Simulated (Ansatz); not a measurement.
C2H5FGeO (SMILES C[CH]1[O][GeH]1[F])

Input

```
crystal:
  periodic: [false, false, false]
  atoms:
    - { symbol: C, position_ang: [-0.8017, -0.0365, 1.1199] }
    - { symbol: C, position_ang: [-0.121, 0.6493, -0.0612] }
    - { symbol: O, position_ang: [-0.46166, 0.05992, -1.19629] }
    - { symbol: Ge, position_ang: [-1.34654, 1.63843, -1.21731] }
    - { symbol: F, position_ang: [-0.60353, 2.75018, -2.33291] }
    - { symbol: H, position_ang: [-0.9285, 0.7552, 1.9381] }
    - { symbol: H, position_ang: [-0.2932, -0.8946, 1.4797] }
    - { symbol: H, position_ang: [-1.8339, -0.2613, 0.7788] }
    - { symbol: H, position_ang: [0.9542, 0.92136, -0.03236] }
    - { symbol: H, position_ang: [-2.85944, 1.33515, -1.25613] }
basis:
  gaussian: { orbitals: def2-SVP }
hamiltonian:
  xc: revpbe
relax:
  f_tol: 0.015
  max_steps: 40
output:
  orbitals: {}
```

Run with:

```sh
ansatz run input.yaml --threads 2 --pin off --max-ram 3072MiB --backend cpu --events-out ev --progress --plain --runs-dir out
```

The fields are those of the relaxed geometry.

Method: RKS revPBE/def2-SVP in Ansatz 0.2.0.

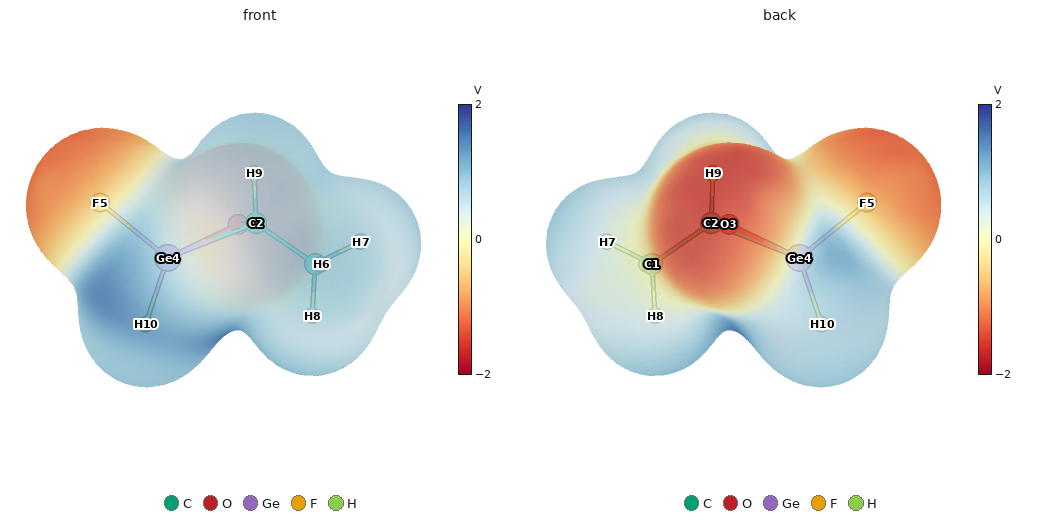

Figure 1. The molecular electrostatic potential painted on the density surface at 0.002 e/bohr³, seen from the front and from behind; the colour scale runs from red (negative) to blue (positive).

### Where is the surface potential most negative and most positive?

The most negative region (about −1.6 V, or −37 kcal/mol for a unit charge) lies over O3, the most positive (about +1.5 V, or +35 kcal/mol for a unit charge) over Ge4. O3 is the likeliest acceptor of a hydrogen bond.

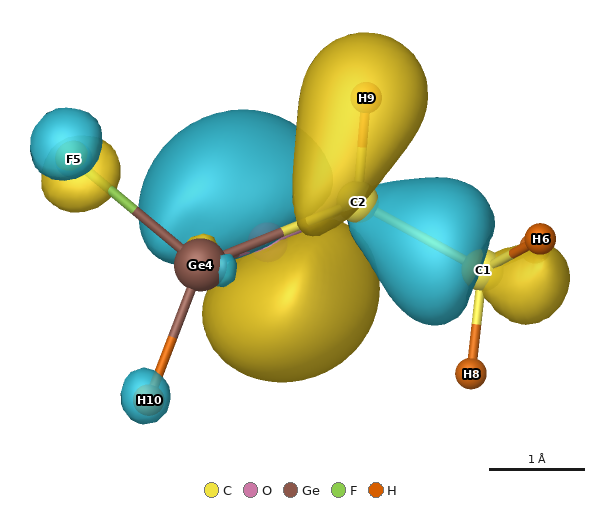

Figure 2. The HOMO−1 at ±0.1 Å⁻³ᐟ² (yellow and cyan are the two phases), seen at a tilt.

### Describe this orbital and give its energy.

It lies mainly on O3 (about 65 %), C2 (about 10 %), C1 (about 5 %) and Ge4 (about 5 %); largely a lone pair of O3. Its energy is −6.27 eV.

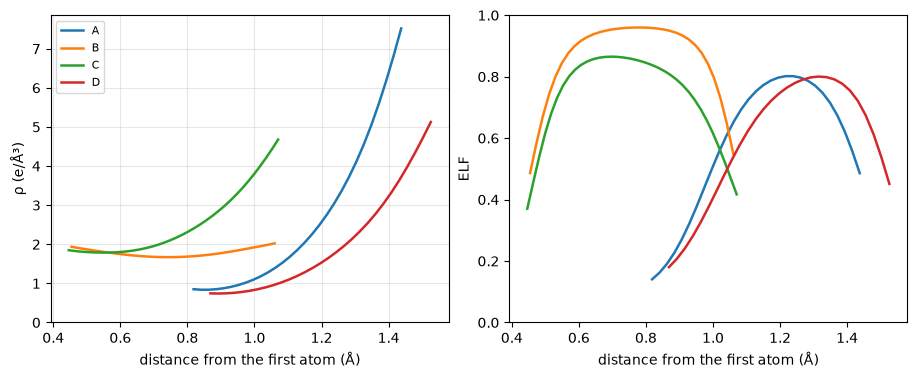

Figure 3. Total electron density and ELF along straight lines between neighbouring atoms. The curves leave out the atomic cores.

### Which curve belongs to which contact (C–C, C–O, Ge–F and Ge–O)? The first atom named is at distance zero.

Curve A: Ge–F (1.77 Å): ρ at the midpoint is about 0.85 e/Å³; the ELF peaks at about 0.80 in the valence shell of F, 0.5 Å from its nucleus, and is about 0.25 at the midpoint. Curve B: C–C (1.51 Å): the density is about 1.7 e/Å³ at the midpoint; the ELF peaks at about 0.95 between the atoms, as expected for a shared electron pair. Curve C: C–O (1.43 Å): the density is about 2 e/Å³ at the midpoint, with its minimum of 1.8 e/Å³ about 0.6 Å from C; the ELF peaks at about 0.85 between the atoms: a shared but strongly polarised pair. Curve D: Ge–O (1.88 Å): the density is about 0.76 e/Å³ at the midpoint; the ELF peaks at about 0.80 in the valence shell of O, 0.6 Å from its nucleus, and is about 0.30 at the midpoint.

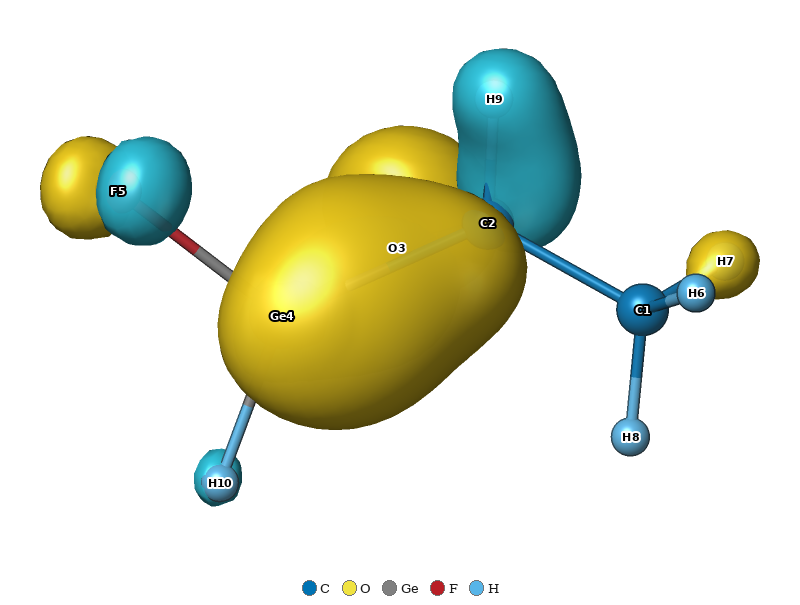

Figure 4. The HOMO at ±0.15 Å⁻³ᐟ² (yellow and cyan are the two phases), seen across its widest extent.

### Where does this orbital lie, and at what energy?

It lies mainly on O3 (about 35 %), Ge4 (about 30 %), C2 (about 15 %) and F5 (about 5 %). Its energy is −5.90 eV.
